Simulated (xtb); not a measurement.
# Molecular dynamics, with input and output: Ge$_{2}$NH$_{6}$ (part 1 of 2)

- system: Ge$_{2}$NH$_{6}$, multiplicity 2
- method: GFN2-xTB, GBSA solvent n-hexane (xtb 6.7.1)

The dynamics carries a metadynamics bias. The starting geometry was optimised with GFN2-xTB.

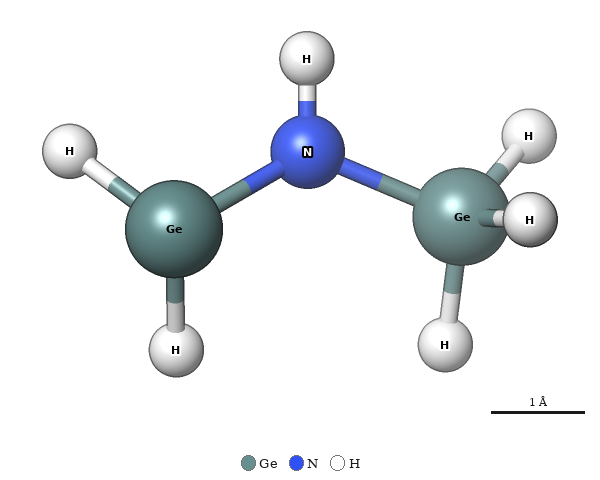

Figure 1. The structure as given in the input (ball-and-stick view, seen on its broad side). Sticks mark near contacts. Bond lengths as drawn: Ge–H 1.49 to 1.58 Å, Ge–N 1.82 to 1.85 Å and H–N 1.01 Å.

## Input (mol.json)
```
{
 "schema_name": "qcschema_molecule",
 "schema_version": 2,
 "symbols": [
  "Ge",
  "N",
  "Ge",
  "H",
  "H",
  "H",
  "H",
  "H",
  "H"
 ],
 "geometry": [
  -2.36194979,
  2.31045475,
  -1.44223898,
  0.67631408,
  0.99824783,
  -0.29836886,
  1.03647698,
  -1.7863959,
  1.68142161,
  -3.39315443,
  -0.15743308,
  -2.70495397,
  -1.27085972,
  3.80658872,
  -3.77259254,
  2.03973258,
  2.30909415,
  -0.03734099,
  3.77865856,
  -2.48432845,
  1.60995217,
  -0.59116302,
  -3.79198113,
  0.56294941,
  0.25337448,
  -1.29191127,
  4.36864996
 ],
 "molecular_charge": 0,
 "molecular_multiplicity": 2
}
```

## File xcontrol
```
$md
   temp=298.15
   time=0.2
   step=2
   dump=8
   hmass=4
   shake=2
$metadyn
   kpush=0.045
   alp=0.6
$wall
   potential=logfermi
   sphere: 9.1, all
$end
```

Launch command:
```bash
xtb mol.json --gbsa n-hexane -I xcontrol --metadyn 100 --gfn 2 > mol.out
```

## The program's output
```
* xtb version 6.7.1
   ID    Z sym.   atoms
    1   32 Ge     1, 3
    2    7 N      2
    3    1 H      4-9
spherical wallpotential with radius    4.8155131 Å

           -------------------------------------------------
          |                Calculation Setup                |
           -------------------------------------------------

          program call               : xtb mol.json --gbsa n-hexane -I xcontrol --metadyn 100 --gfn 2
          coordinate file            : mol.json
          omp threads                :                     1

           -------------------------------------------------
          |                 G F N 2 - x T B                 |
           -------------------------------------------------

      * Hamiltonian:
        H0-scaling (s, p, d)           1.850000    2.230000    2.230000
        zeta-weighting                 0.500000
      * Dispersion:
        s8                             2.700000
        a1                             0.520000
        a2                             5.000000
        s9                             5.000000
      * Repulsion:
        kExp                           1.500000    1.000000
        rExp                           1.000000
      * Coulomb:
        alpha                          2.000000
        third order                    shell-resolved
        anisotropic                    true
        a3                             3.000000
        a5                             4.000000
        cn-shift                       1.200000
        cn-exp                         4.000000
        max-rad                        5.000000

      * Solvation model:               GBSA
        Solvent                        n-hexane
        Parameter file                 internal GFN2-xTB/GBSA
        Dielectric constant                1.8800E+00
        Reference state                gsolv [1 M gas/solution]
        Free energy shift                  4.6913E-03 Eh       2.9438E+00 kcal/mol
        Temperature                        2.9815E+02 K
        Density                            6.6000E-01 kg/L
        Solvent mass                       8.6180E+01 g/mol
        Interaction kernel             Still
        Born radius scaling (c1)           1.3505E+00
        Born radii integrator          GBOBC
        Born offset                        0.0000E+00 a0       0.0000E+00 AA
        H-bond correction              false
        Ion screening                  false
        Surface tension                    1.0000E-05 Eh       1.5569E+01 dyn/cm
        Grid points                               230 per atom

          ...................................................
          :                      SETUP                      :
          :.................................................:
          :  # basis functions                  30          :
          :  # atomic orbitals                  28          :
          :  # shells                           14          :
          :  # electrons                        19          :
          :  max. iterations                   250          :
          :  Hamiltonian                  GFN2-xTB          :
          :  restarted?                      false          :
          :  GBSA solvation                   true          :
          :  PC potential                    false          :
          :  electronic temp.          300.0000000     K    :
          :  accuracy                    1.0000000          :
          :  -> integral cutoff          0.2500000E+02      :
          :  -> integral neglect         0.1000000E-07      :
          :  -> SCF convergence          0.1000000E-05 Eh   :
          :  -> wf. convergence          0.1000000E-03 e    :
          :  Broyden damping             0.4000000          :
          :  net charge                          0          :
          :  unpaired electrons                  0          :
          ...................................................

 iter      E             dE          RMSdq      gap      omega  full diag
   1     -9.5083285 -0.950833E+01  0.648E+00    3.99       0.0  T
   2     -9.6069893 -0.986608E-01  0.103E+01    4.00       1.0  T
   3     -9.7710911 -0.164102E+00  0.710E+00    4.72       1.0  T
   4     -9.8362802 -0.651891E-01  0.364E+00    4.91       1.0  T
   5     -9.8504825 -0.142022E-01  0.130E+00    5.11       1.0  T
   6     -9.8545583 -0.407581E-02  0.555E-01    5.05       1.0  T
   7     -9.8558731 -0.131484E-02  0.246E-01    5.08       1.0  T
   8     -9.8559410 -0.679084E-04  0.106E-01    5.07       1.0  T
   9     -9.8559599 -0.188815E-04  0.398E-02    5.06       1.0  T
  10     -9.8559660 -0.613114E-05  0.459E-03    5.06       7.3  T
  11     -9.8559661 -0.219942E-07  0.250E-03    5.06      13.3  T
  12     -9.8559661 -0.750117E-08  0.805E-04    5.06      41.4  T
  13     -9.8559661 -0.490687E-09  0.469E-04    5.06      71.0  T

   *** convergence criteria satisfied after 13 iterations ***

         #    Occupation            Energy/Eh            Energy/eV
      -------------------------------------------------------------
         1        2.0000           -0.6425534             -17.4848
       ...           ...                  ...                  ...
         4        2.0000           -0.4894430             -13.3184
         5        2.0000           -0.4574418             -12.4476
         6        2.0000           -0.4492485             -12.2247
         7        2.0000           -0.4363422             -11.8735
         8        2.0000           -0.4221123             -11.4863
         9        2.0000           -0.4094797             -11.1425
        10        1.0000           -0.3407314              -9.2718 (HOMO)
        11                         -0.1546007              -4.2069 (LUMO)
        12                         -0.1430320              -3.8921
        13                         -0.1204940              -3.2788
        14                         -0.1068249              -2.9069
        15                         -0.0941772              -2.5627
       ...                                ...                  ...
        28                          1.2284349              33.4274
      -------------------------------------------------------------
                  HL-Gap            0.1861307 Eh            5.0649 eV
             Fermi-level           -0.3113858 Eh           -8.4732 eV

 SCC (total)                   0 d,  0 h,  0 min,  0.008 sec
 SCC setup                      ...        0 min,  0.000 sec (  3.064%)
 Dispersion                     ...        0 min,  0.000 sec (  0.573%)
 classical contributions        ...        0 min,  0.000 sec (  0.233%)
 integral evaluation            ...        0 min,  0.001 sec ( 12.631%)
 iterations                     ...        0 min,  0.004 sec ( 49.232%)
 molecular gradient             ...        0 min,  0.002 sec ( 32.243%)
 printout                       ...        0 min,  0.000 sec (  1.821%)

         :::::::::::::::::::::::::::::::::::::::::::::::::::::
         ::                     SUMMARY                     ::
         :::::::::::::::::::::::::::::::::::::::::::::::::::::
         :: total energy              -9.798396717554 Eh    ::
         :: total w/o Gsasa/hb        -9.791395364432 Eh    ::
         :: gradient norm              0.001680774070 Eh/a0 ::
         :: HOMO-LUMO gap              5.064874649192 eV    ::
         ::.................................................::
         :: SCC energy                -9.855963823052 Eh    ::
         :: -> isotropic ES            0.003551220070 Eh    ::
         :: -> anisotropic ES         -0.000045859858 Eh    ::
         :: -> anisotropic XC          0.003147041500 Eh    ::
         :: -> dispersion             -0.005131305419 Eh    ::
         :: -> Gsolv                  -0.007344676280 Eh    ::
         ::    -> Gelec               -0.000343323158 Eh    ::
         ::    -> Gsasa               -0.011692641589 Eh    ::
         ::    -> Ghb                  0.000000000000 Eh    ::
         ::    -> Gshift               0.004691288468 Eh    ::
         :: repulsion energy           0.057567105499 Eh    ::
         :: add. restraining           0.000000000000 Eh    ::
         :: total charge               0.000000000000 e     ::
         :::::::::::::::::::::::::::::::::::::::::::::::::::::

           -------------------------------------------------
          |                Property Printout                |
           -------------------------------------------------

    * Orbital Energies and Occupations

         #    Occupation            Energy/Eh            Energy/eV
      -------------------------------------------------------------
         1        2.0000           -0.6425534             -17.4848
         2        2.0000           -0.6222097             -16.9312
         3        2.0000           -0.5676146             -15.4456
         4        2.0000           -0.4894430             -13.3184
         5        2.0000           -0.4574418             -12.4476
         6        2.0000           -0.4492485             -12.2247
         7        2.0000           -0.4363422             -11.8735
         8        2.0000           -0.4221123             -11.4863
         9        2.0000           -0.4094797             -11.1425
        10        1.0000           -0.3407314              -9.2718 (HOMO)
        11                         -0.1546007              -4.2069 (LUMO)
        12                         -0.1430320              -3.8921
        13                         -0.1204940              -3.2788
        14                         -0.1068249              -2.9069
        15                         -0.0941772              -2.5627
        16                         -0.0302709              -0.8237
        17                         -0.0026178              -0.0712
        18                          0.0464651               1.2644
        19                          0.0709213               1.9299
        20                          0.0711640               1.9365
        21                          0.1053542               2.8668
       ...                                ...                  ...
        28                          1.2284349              33.4274
      -------------------------------------------------------------
                  HL-Gap            0.1861307 Eh            5.0649 eV
             Fermi-level           -0.3113858 Eh           -8.4732 eV

     #   Z          covCN         q      C6AA      α(0)
     1  32 Ge       2.754     0.177   217.020    28.711
     2   7 N        2.523    -0.347    28.985     7.995
     3  32 Ge       3.743     0.159   168.494    23.301
     4   1 H        0.917    -0.046     3.995     3.126
     5   1 H        0.912    -0.047     4.031     3.140
     6   1 H        0.862     0.164     1.307     1.791
     7   1 H        0.938    -0.020     3.434     2.897
     8   1 H        0.940    -0.015     3.331     2.853
     9   1 H        0.937    -0.024     3.517     2.932

 Mol. C6AA /au·bohr⁶  :       1899.012143
 Mol. C8AA /au·bohr⁸  :     107088.149661
 Mol. α(0) /au        :         76.747122

Wiberg/Mayer (AO) data.
largest (>0.10) Wiberg bond orders for each atom

 ---------------------------------------------------------------------------
     #   Z sym  total        # sym  WBO       # sym  WBO       # sym  WBO
 ---------------------------------------------------------------------------
     1  32 Ge   2.816 --     2 N    1.111     4 H    0.841     5 H    0.832
     2   7 N    3.348 --     1 Ge   1.111     3 Ge   1.047     6 H    0.939
     3  32 Ge   3.621 --     2 N    1.047     8 H    0.854     7 H    0.843
                             9 H    0.840
     4   1 H    0.983 --     1 Ge   0.841
     5   1 H    0.981 --     1 Ge   0.832
     6   1 H    0.973 --     2 N    0.939
     7   1 H    1.000 --     3 Ge   0.843
     8   1 H    1.000 --     3 Ge   0.854
     9   1 H    0.999 --     3 Ge   0.840
 ---------------------------------------------------------------------------

Topologies differ in total number of bonds
Writing topology from bond orders to xtbtopo.mol

molecular dipole:
                 x           y           z       tot (Debye)
 q only:       -0.010       0.123       0.265
   full:        0.207       0.142       0.483       1.383
molecular quadrupole (traceless):
                xx          xy          yy          xz          yz          zz
 q only:        0.697      -0.525       0.895       0.215      -0.100      -1.592
  q+dip:        0.821       2.117       0.641      -1.500       2.306      -1.462
   full:        0.944       1.142       1.006      -0.387       1.212      -1.950

           -------------------------------------------------
          | TOTAL ENERGY               -9.798396717554 Eh   |
          | GRADIENT NORM               0.001680774070 Eh/α |
          | HOMO-LUMO GAP               5.064874649192 eV   |
           -------------------------------------------------
           -------------------------------------------------
          |                  Meta Dynamics                  |
           -------------------------------------------------
 trajectories on xtb.trj or xtb.trj.<n>

 MD time /ps        :    0.20
 dt /fs             :    2.00
 SCC accuracy       :    2.00
 temperature /K     :  298.15
 max steps          :   100
 block length (av.) :  2500
 dumpstep(trj) /fs  :    8.00     4
 dumpstep(coords)/fs: 1000.00   500
 H atoms mass (amu) :     4
 # deg. of freedom  :    19
 SHAKE on. # bonds  :           8  all: T
 Berendsen THERMOSTAT on
 --- metadynamics parameter ---
 kpush  :    0.045
 alpha  :    0.600
 update :     100
         time (ps)    <Epot>      Ekin   <T>   T     Etot
      0    0.00      0.00000   0.0269    0.    0.    -9.77081
 average properties
 Epot               :  -9.6835395594307112
 Epot (accurate SCC):  -9.7798431367182292
 Ekin               :   1.7214399174675554E-002
 Etot               :  -9.6663251602560365
 T                  :   572.19815263333089
 normal exit of md()

------------------------------------------------------------------------
------------------------------------------------------------------------
 total:
 *  cpu-time:     0 d,  0 h,  0 min,  0.585 sec
 * ratio c/w:     1.000 speedup
 SCF:
 *  cpu-time:     0 d,  0 h,  0 min,  0.008 sec
 * ratio c/w:     1.000 speedup
 MD:
 *  cpu-time:     0 d,  0 h,  0 min,  0.567 sec
 * ratio c/w:     1.000 speedup
```

## Standard error
```
normal termination of xtb
```
